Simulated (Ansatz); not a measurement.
```yaml
atoms:
  - { symbol: C, position_ang: [-0.5495, 0.9171, -0.3635] }
  - { symbol: Si, position_ang: [0.0924, -0.6610, 0.3932] }
  - { symbol: S, position_ang: [2.1421, -0.7748, 0.9484] }
  - { symbol: S, position_ang: [1.3354, -1.9298, -0.7764] }
  - { symbol: H, position_ang: [-1.4588, 0.7201, -0.9549] }
  - { symbol: H, position_ang: [-0.8075, 1.6456, 0.4228] }
  - { symbol: H, position_ang: [0.2168, 1.3547, -1.0197] }
  - { symbol: H, position_ang: [-0.8786, -1.3289, 1.2944] }
```

These are results of Ansatz, RKS B3LYP-D4/def2-SVP, not measurements.

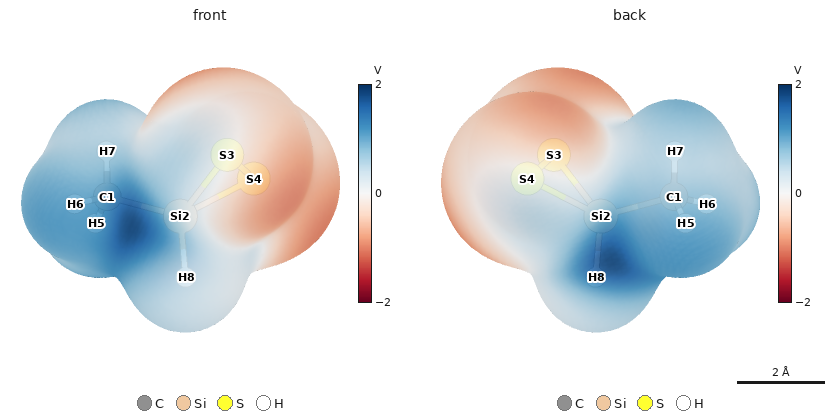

CH$_{4}$S$_{2}$Si (SMILES C[SiH]1SS1). The molecular electrostatic potential painted on the density surface at 0.002 e/bohr³, seen from the front and from behind; red is negative and blue positive.

> Which sites attract a positive test charge, and which a negative one?

A positive charge is drawn to the negative regions and a negative charge to the positive ones. The most negative region (about −1.0 V) lies over S3 and S4, the most positive (about +1.8 V) over Si2.
